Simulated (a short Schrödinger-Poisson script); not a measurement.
Structure: MOS inversion layer, HfO2 on p-type Ge(100), at 300 K.

```
layer  material  thickness (nm)  Na (cm⁻³)
-----  --------  --------------  ---------
1          HfO2             4.2          -
2            Ge             490     7.1e17
```

Constants are typed, rounded textbook-type inputs, not results; the design itself was drawn at random and stands for no fabricated device. HfO2: permittivity 22, conduction-band edge (eV) 1.5, gap (eV) 5.7, electron mass (mₑ) 0.2. Ge: permittivity 16, conduction-band edge (eV) 0, gap (eV) 0.664, Nv at 300 K (cm⁻³) 6e18.

Channel valleys (confinement mass, in-plane density-of-states mass, number): L4 0.12, 0.295, 4. At the gate the conduction-band edge of layer 1 lies 1.82 eV − eVg above the Fermi level of the channel; the field vanishes at the back. Gaps are held at their typed values at every temperature. Mesh 0.03 nm at interfaces.

Solved with a short Schrödinger-Poisson script written for these runs: 1D Poisson equation in equilibrium, electrons quantum, Hartree (BenDaniel-Duke, 12 states a valley, the channel's in-plane mass for all, wave functions ending at the dielectric), parabolic valleys, classical holes, full ionisation, no traps, pinning or gate leakage.

Only gate voltages with over 1e8 electrons/cm² are shown.

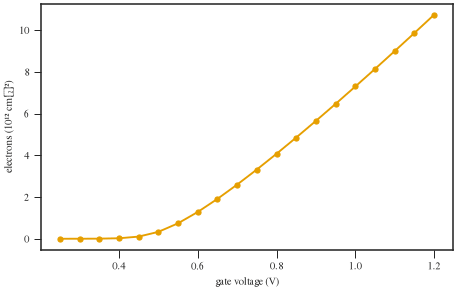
*Sheet density against gate voltage*

```csv
Vg (V),electrons (cm⁻²),C (μF/cm²),L4 E0 (meV),L4 E1 (meV)
0.25,2.11e8,0.395,285.4,377.1
0.3,1.02e9,0.381,244.6,340.5
0.35,4.95e9,0.382,203.6,303.3
0.4,2.38e10,0.448,162.9,266.3
0.45,1.03e11,0.715,124.9,231.8
0.5,3.30e11,1.21,94.5,204.8
0.55,7.40e11,1.66,73.2,186.9
0.6,1.28e12,1.96,58.4,175.5
0.65,1.91e12,2.15,47.4,167.8
0.7,2.59e12,2.28,38.7,162.5
0.75,3.32e12,2.38,31.6,158.5
0.8,4.07e12,2.46,25.5,155.6
0.85,4.85e12,2.53,20.1,153.3
0.9,5.65e12,2.59,15.3,151.4
0.95,6.47e12,2.64,10.9,150.0
1,7.30e12,2.68,6.9,148.8
1.05,8.14e12,2.72,3.1,147.8
1.1,9.00e12,2.75,-0.5,147.0
1.15,9.86e12,2.79,-3.8,146.4
1.2,1.07e13,2.82,-7.1,145.8
```

Subbands count from the Fermi level.

Only the L valleys are kept; under strong confinement the Δ valleys of Ge fill too.
